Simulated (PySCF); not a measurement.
CuN (triplet)

```xyz
2

Cu    0.0000    0.0000   -0.3227
N     0.0000    0.0000    1.4503
```

⟨S²⟩ = 2.07, above the pure value of 2.00.

These are results of PBE0/cc-pVDZ(-PP), non-relativistic Hamiltonian with scalar-relativistic core potentials where named, at a bond length of 1.773 Å (PySCF 2.14.0), not measurements.

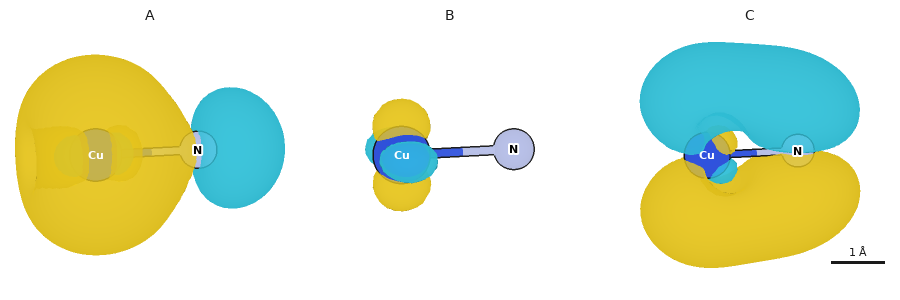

Figure 1. Three frontier β-spin orbitals, each drawn at the value that holds 80 % of its norm (yellow and cyan are the two phases), in no order; of a degenerate pair one member is drawn.

Label each orbital by symmetry, say whether it is occupied, and order them by energy.

Orbital B: δ, occupied in this spin, −8.35 eV; almost wholly on Cu.
Orbital A: σ, occupied in this spin, −6.23 eV; shared between the atoms (Cu 65 %, N 35 %).
Orbital C: π, empty in this spin, −1.91 eV; bonding, with no node between the atoms.

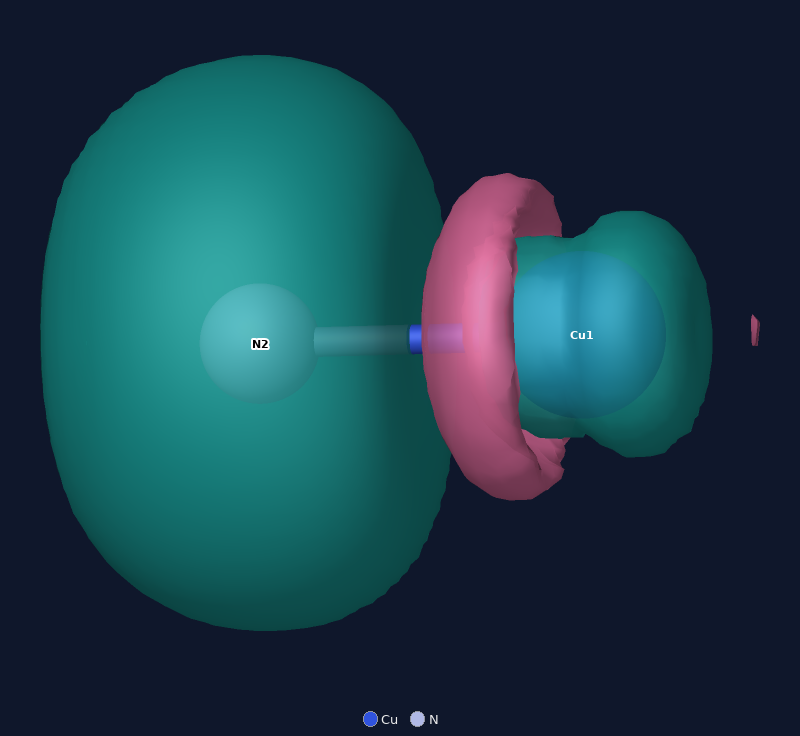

Figure 2. Isosurfaces of the spin density (α minus β) at +0.015 (teal) and −0.015 e/Å³ (pink), seen from one side.

Where is the unpaired spin?

The unpaired spin (2 electrons) lies mostly on N2 (about 1.9) and Cu1 (about 0.1), in electrons by Hirshfeld's partition.

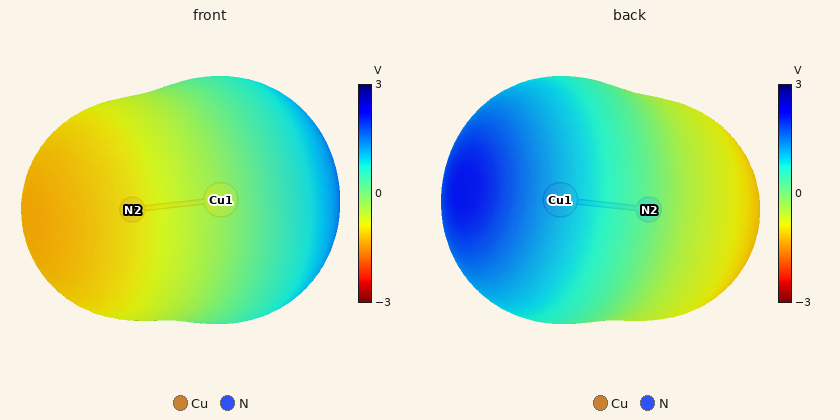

Figure 3. The electrostatic potential painted on the density surface at 0.001 e/bohr³, seen from the front and from behind; the colour scale runs from red (negative) to blue (positive).

Which sites attract a positive test charge, and which a negative one?

A positive charge is drawn to the negative regions and a negative charge to the positive ones. The most negative region (about −1.4 V, or −32 kcal/mol for a unit charge) lies over N2, the most positive (about +2.3 V, or +53 kcal/mol for a unit charge) over Cu1. N2 is the likeliest acceptor of a hydrogen bond.
